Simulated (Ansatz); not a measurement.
Input

```
crystal:
  periodic: [false, false, false]
  atoms:
    - {symbol: Si, position_ang: [0.048172, 0.534322, 0.368706]}
    - {symbol: Cl, position_ang: [0.338019, -1.244454, -1.341974]}
    - {symbol: H, position_ang: [0.968276, 0.150384, -0.921072]}
    - {symbol: F, position_ang: [-1.488064, 0.874065, 0.191688]}
    - {symbol: F, position_ang: [0.133696, -0.314216, 1.702653]}
basis:
  gaussian: {orbitals: def2-TZVPP}
hamiltonian: {xc: pbe0, dispersion: d4}
output: {orbitals: {seedname: orbitals}}
```

Command:

```sh
ansatz run in.yaml --threads 2 --pin off --events-out ev --progress --plain --max-ram 4352MiB
```

A transition-state structure; geometry: PBE0-D4/def2-TZVP.

Theory: RKS PBE0-D4/def2-TZVPP in Ansatz 0.2.0.

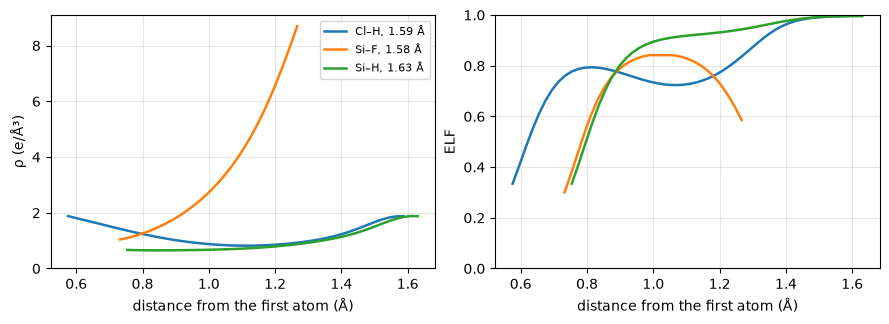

ClF2HSi. Electron density and ELF along straight lines between neighbouring atoms. The curves leave out the atomic cores.

Compare the contacts.

Answer. Cl–H (1.59 Å): ρ is about 1.3 e/Å³ halfway; the ELF climbs to about 1 towards the hydrogen, as it does in any bond to H.
Si–F (1.58 Å): ρ is about 1.2 e/Å³ halfway; the ELF peaks at about 0.85 in the valence shell of F, 0.6 Å from its nucleus, and is about 0.55 at the midpoint.
Si–H (1.63 Å): ρ is about 0.65 e/Å³ halfway; the ELF climbs to about 1 towards the hydrogen.
